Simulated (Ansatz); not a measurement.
# Calculations on CH7NO2Si

## 1. Relaxation

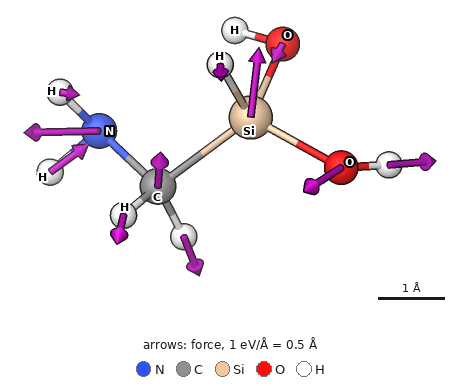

Starting geometry of CH7NO2Si with the computed forces as purple arrows. Style: ball-and-stick. Shown at a tilt.

The run prepares an end point of a later path (inversion) calculation, from a guessed geometry.

These are results of Ansatz, RKS r2SCAN/6-31G*, not measurements. Settings: no spin polarisation; force threshold 0.015 eV/Å; at most 40 steps.

### Is this structure relaxed? If not, where do the atoms go?

It isn't relaxed: the largest force vector, on the N atom, is 2.86 eV/Å. The final displacements have little in common with the starting forces (cosine between the two patterns 0.11). After 10 geometry steps the energy has fallen by 37.6 kJ/mol. Largest force component: 2.4 eV/Å at the start, 0.014 eV/Å at the end. The largest move after the best rigid fit is that of an H atom, 0.43 Å. By element the largest moves are H 0.43 Å, O 0.31 Å, Si 0.17 Å, N 0.15 Å, C 0.12 Å. Near-neighbour distances that change, for instance: C–H 1.053 → 1.100 Å, H–N 1.064 → 1.019 Å, C–N 1.444 → 1.486 Å, H–Si 1.526 → 1.485 Å. Bond angles that change, for instance: C–Si–O 110.6° → 101.8°, O–Si–O 104.7° → 112.7°, O–Si–H 106.9° → 113.5°. Groups turn about O–Si by about 30°. The run took 46 s on 2 threads of Arm Neoverse V1, on a shared host, peak memory 0.17 GiB.

## 2. Relaxation

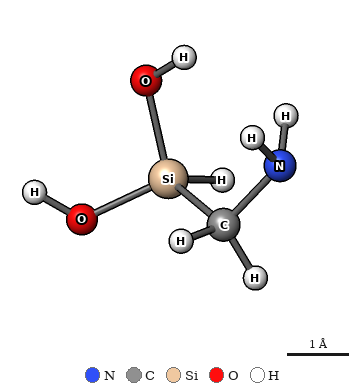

CH7NO2Si, before the relaxation. Style: ball-and-stick. Shown from a free direction.

The run prepares an end point of a later path (inversion) calculation, from a guessed geometry.

Level of theory: Ansatz 0.2.0, RKS r2SCAN/6-31G*.

Input file:
```yaml
crystal:
  periodic: [false, false, false]
  atoms:
    - { symbol: "N", position_ang: [-0.5596, 1.5613, -0.4367] }
    - { symbol: C, position_ang: [-0.9434, 0.2857, 0.1212] }
    - { symbol: Si, position_ang: [0.596, -0.731, 0.4016] }
    - { symbol: O, position_ang: [0.4264, -2.3492, 0.538] }
    - { symbol: O, position_ang: [1.6877, -0.519, -0.8671] }
    - { symbol: H, position_ang: [0.45764, 1.71669, -0.4043] }
    - { symbol: H, position_ang: [-0.69648, 1.50794, -1.49098] }
    - { symbol: H, position_ang: [-1.4583, 0.4286, 1.0493] }
    - { symbol: H, position_ang: [-1.5739, -0.2302, -0.5456] }
    - { symbol: H, position_ang: [1.2966, -0.2589, 1.6725] }
    - { symbol: H, position_ang: [0.6663, -2.8717, -0.1949] }
    - { symbol: H, position_ang: [1.5567, 0.339, -1.2974] }
basis:
  gaussian: { orbitals: "6-31G*" }
hamiltonian:
  xc: r2scan
relax:
  f_tol: 0.015
  max_steps: 40
```

Command:
```bash
ansatz run input.yaml --threads 2 --pin off --max-ram 3072MiB --backend cpu --events-out ev --progress --plain --runs-dir out
```

### Predict the outcome.

The energy falls by 0.606 eV in 20 accepted moves (23 points after the start). The largest force component goes from 2.8 to 0.014 eV/Å. The line search rejected the trial steps at points 6, 14, 19 of the run. The atom that moves furthest after the best rigid fit is H12 (1.24 Å). Largest moves by element: H 1.24 Å, O 0.51 Å, N 0.29 Å, Si 0.25 Å, C 0.13 Å. Some distances before and after: C2–H9 1.053 → 1.100 Å, N1–H7 1.064 → 1.021 Å, N1–C2 1.444 → 1.483 Å, Si3–H10 1.526 → 1.489 Å. Bond angles that change, for instance: O4–Si3–O5 104.7° → 113.1°, C2–Si3–O5 110.6° → 102.5°, H6–N1–H7 99.5° → 105.3°. Groups turn about Si3–O5 by about 140°, N1–C2 by about 50°, Si3–O4 by about 45°.

Step by step:

| step | E − E(0), eV | largest force component, eV/Å | note |
| --- | --- | --- | --- |
| 0 | 0.0000 | 2.8339 |  |
| 1 | -0.2906 | 1.0383 |  |
| 2 | -0.3609 | 0.7028 |  |
| 3 | -0.3912 | 0.4206 |  |
| 4 | -0.4167 | 0.5223 |  |
| 5 | -0.4404 | 0.1478 |  |
| 6 | -0.4358 | 0.2552 | rejected |
| 7 | -0.4445 | 0.0548 |  |
| 8 | -0.4489 | 0.4153 |  |
| 9 | -0.4529 | 0.1155 |  |
| 10 | -0.4551 | 0.0995 |  |
| 11 | -0.4582 | 0.3416 |  |
| 12 | -0.4606 | 0.5270 |  |
| 13 | -0.4866 | 0.3397 |  |
| 14 | -0.4198 | 0.7341 | rejected |
| 15 | -0.5073 | 0.4978 |  |
| 16 | -0.5387 | 0.3415 |  |
| 17 | -0.5719 | 0.3559 |  |
| 18 | -0.5810 | 0.5082 |  |
| 19 | -0.5771 | 0.4748 | rejected |
| 20 | -0.6020 | 0.1379 |  |
| 21 | -0.6048 | 0.1533 |  |
| 22 | -0.6050 | 0.2032 |  |
| 23 | -0.6055 | 0.0141 |  |

The structure at the end:

```xyz
12

N    -0.8370    1.6259   -0.3973
C    -0.9480    0.2054    0.0151
Si    0.7257   -0.6241    0.2119
O     0.6902   -2.2257    0.6646
O     1.4274   -0.3828   -1.2818
H    -0.3215    2.1385    0.3192
H    -0.2530    1.6695   -1.2331
H    -1.5291    0.1614    0.9462
H    -1.5598   -0.3137   -0.7378
H     1.5289    0.0205    1.2875
H     0.1625   -2.8038    0.0955
H     2.3693   -0.5917   -1.3443
```

After the run, drawn alike:

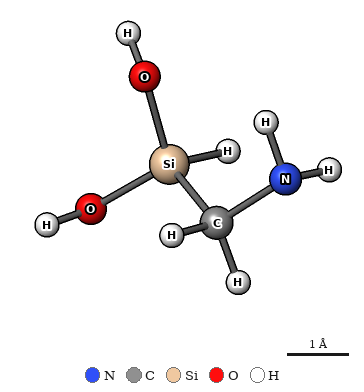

## 3. Path

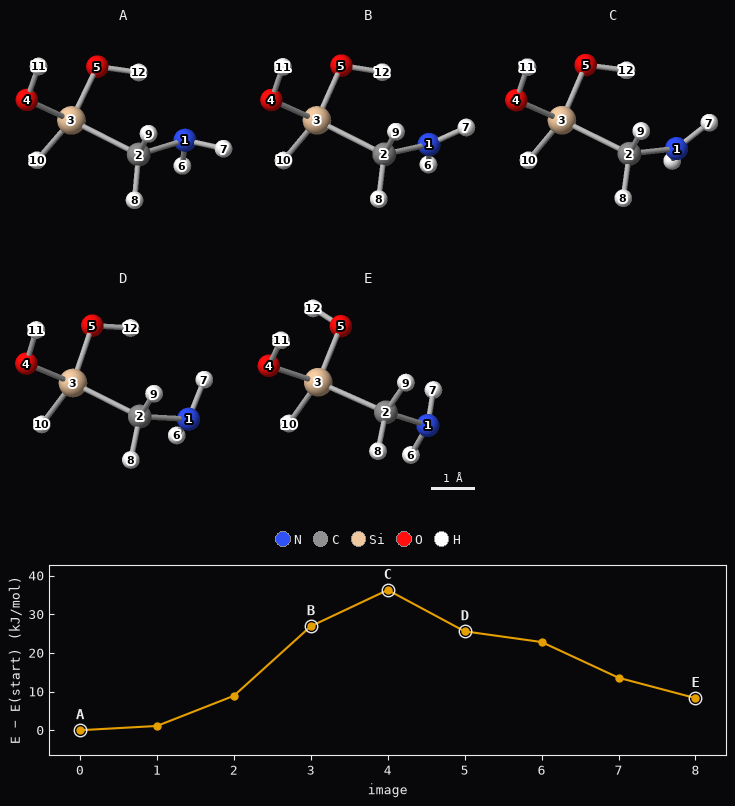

A nudged-elastic-band calculation for CH7NO2Si. Images are numbered from 0 (start) to 8 (end). Frames A to E are images 0, 3, 4, 5, 8. Style: ball-and-stick. Shown from a free direction.

The calculation used Ansatz, RKS r2SCAN/6-31G*. Settings: 7 movable images; climbing image; force threshold 0.03 eV/Å; iteration limit 60; starting path through a guess of the saddle point.

Question: What happens along the path, and what is the barrier?

Answer: The motion is an umbrella inversion at N1. No bond forms or breaks between the ends. Among the angles between lasting bonds that change up to the highest image: C2–N1–H6 109.3° → 120.4°, H6–N1–H7 105.7° → 116.5°. The energy climbs by 36.3 kJ/mol to image 4 and then falls by 28.0 kJ/mol, so the end point sits at +8.3 kJ/mol. The band converged in 30 iterations. The largest component of the band force went from 64 to 0.021 eV/Å. The climbing image converged on the top of the path. Its vibrational analysis gives one imaginary mode (641i cm⁻¹), as a transition state must have.
